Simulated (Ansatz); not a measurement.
Bond stretch in Ga₂, triplet.

- UKS-PBE = unrestricted PBE/cc-pVTZ in Ansatz (a first-principles code)
- ROCCSD(T) = CCSD(T) on ROHF/cc-pVTZ, cores with 3d frozen run with Ansatz
- UKS-CAM-B3LYP = Ansatz with unrestricted CAM-B3LYP/cc-pVTZ
- UCCSD(T) = Ansatz with CCSD(T) on UHF/cc-pVTZ, cores with 3d frozen
- UKS-B3LYP = Ansatz with unrestricted B3LYP/cc-pVTZ
- UCCSDT(Q) = CCSDT(Q) on UHF/cc-pVTZ, cores with 3d frozen (Ansatz)
- FCI = Ansatz with full CI/cc-pVTZ, cores with 3d frozen

Cost and accuracy over the 17 points of the scan, with FCI as yardstick. Costs are rough ratios of core time within Ansatz on shared cores, each with its mean field (Kohn-Sham runs search longer for lower solutions than correlated ones do); the miss is the largest error against full CI of the curve after the mean shift, in kJ/mol.

Which of them comes closest to FCI within 3 times the cost of the cheapest?

UKS-B3LYP, 5.9 kJ/mol off at most.

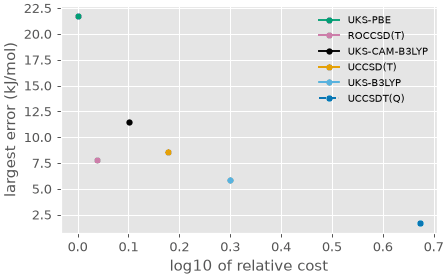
Fig. 1. Miss against cost, one point a level.

| level | relative cost | largest error |
|---|---|---|
| UKS-PBE | 1 | 21.7 |
| ROCCSD(T) | 1 | 7.8 |
| UKS-CAM-B3LYP | 1 | 11.5 |
| UCCSD(T) | 2 | 8.6 |
| UKS-B3LYP | 2 | 5.9 |
| UCCSDT(Q) | 5 | 1.7 |

Costs within a factor of two of each other count as equal.

The scan ran from 2.17 to 7.96 Å; beyond the distances shown full CI changes its symmetry label. The T1 diagnostic of CCSD on the restricted reference of ROCCSD(T) exceeds 0.045 at 3.38 to 4.05 Å.
